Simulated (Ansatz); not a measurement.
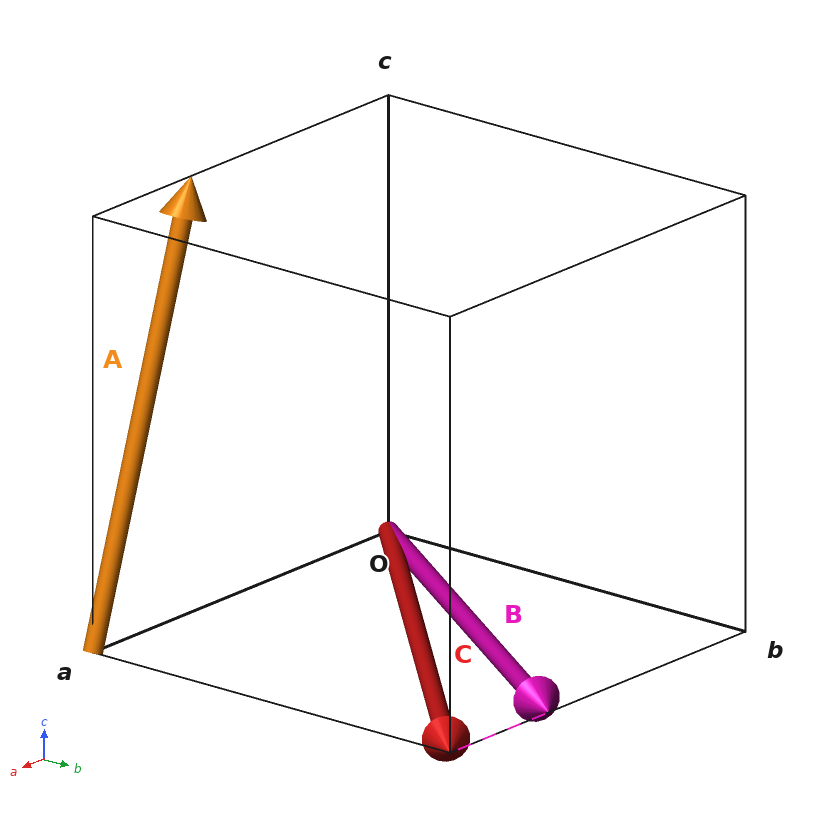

For Ta, coordinates from a relaxation with Ansatz, DFT, RPBE, plane waves (420 eV) with PAW, scalar-relativistic: each arrow starts at a corner of the unit cell and ends on its surface; where a tip isn't a corner, dashed lines run from it parallel to the axes. Symmetry computed with spglib at a tolerance of 0.002 Å; standard conventional cell.

a = 3.341 Å, b = 3.341 Å, c = 3.341 Å, α = 90.00°, β = 90.00°, γ = 90.00°.

Index the directions.

Arrow A runs from (1, 0, 0) to (2/3, 0, 1), so [−1 0 3]; Arrow B runs from (0, 0, 0) to (2/3, 1, 0), so [2 3 0]; Arrow C runs from (0, 0, 0) to (1, 1, 0), so [1 1 0].

How long is the vector ua + vb + wc in each case, and what angles do the directions make?

A 10.564 Å; B 12.045 Å; C 4.724 Å. A–B: 100.1°. A–C: 102.9°. B–C: 11.3°.
